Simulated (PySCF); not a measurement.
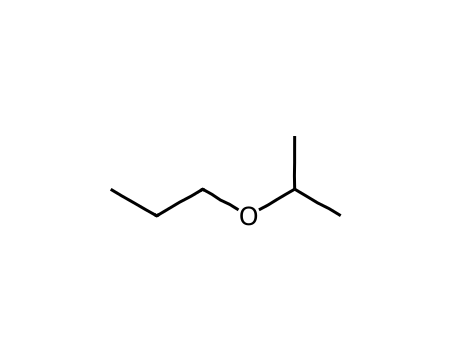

Computed geometry: PBE0-D3(BJ)/def2-SVP optimisation. No frequency run is at hand to confirm it as a minimum. Program: PySCF 2.14.0.

Tabulate HOMO energy (eV), HOMO–LUMO gap (eV), dipole (D) at these levels: B97-2/pcSseg-1; B97-D/pcSseg-1; LC-wPBE/pcSseg-1; PBE/pcSseg-1; PBE0/pcSseg-1; ωB97X-D/pcSseg-1.

```tsv
level	HOMO energy (eV)	HOMO–LUMO gap (eV)	dipole (D)
B97-2/pcSseg-1	−6.96	8.49	1.08
B97-D/pcSseg-1	−5.70	6.51	1.00
LC-wPBE/pcSseg-1	−9.97	13.65	1.16
PBE/pcSseg-1	−5.66	6.31	0.98
PBE0/pcSseg-1	−7.23	8.72	1.08
ωB97X-D/pcSseg-1	−9.15	12.46	1.11
```
